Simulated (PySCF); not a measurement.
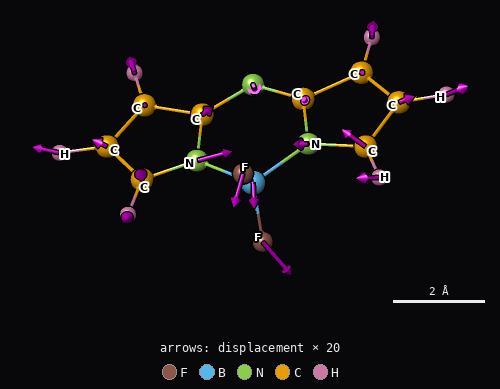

A relaxation of C8H6BF2N3. The starting structure is drawn; purple arrows show the displacements, 20 times their true length. The two geometries are superimposed by the best rigid fit.

Style: ball-and-stick. Shown from a free direction.

The start comes from GFN2-xTB. Its atoms were then displaced at random by about 0.01 Å.

All numbers below come from PySCF 2.14.0, density-fitted response routines, PBE0-D3(BJ)/def2-SVP geometry optimisation, gas phase. 

**Describe the change and its energy.**

The largest move after the best rigid fit is that of an F atom, 0.055 Å. By element the largest moves are F 0.055 Å, N 0.043 Å, H 0.040 Å, C 0.036 Å, B 0.033 Å. Some distances before and after: C–N 1.288 → 1.330 Å, C–H 1.062 → 1.088 Å, B–F 1.355 → 1.374 Å, C–C 1.401 → 1.418 Å. Bond angles that change, for instance: N–B–N 106.9° → 103.4°, B–N–C 121.3° → 124.6°, B–N–C 122.1° → 124.5°. Over 8 geometry steps the energy falls by 0.209 eV. The run took 9.9 min on 2 threads of AMD EPYC, with other jobs on the host.
